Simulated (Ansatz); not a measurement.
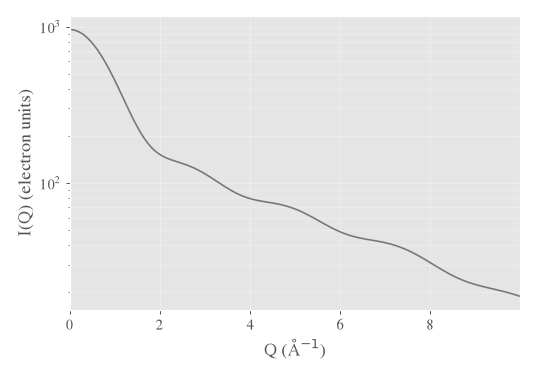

Elastic X-ray scattering of a randomly oriented, rigid molecule, calculated with the Debye equation from neutral-atom form factors (independent atoms, no Compton part, no vibration). The geometry is the end point of an optimisation (UKS PBE0-D4/def2-SVP in Ansatz 0.2.0); it may be a saddle point or a higher isomer. It contains O, C, Si, H.

Q: How many electrons does the independent-atom model of the molecule hold?

A: I(0) is the square of the electron number: I(0) = 961, so about 31 electrons, the count of CH3OSi.

Q: What radius of gyration does the initial fall-off give?

A: From I(Q) ≈ I(0) exp(−Q²R²/3) at small Q, R ≈ 1.55 Å. It is larger than the electron-weighted radius of the nuclear positions alone (1.35 Å), because each atom's electron cloud adds to it.
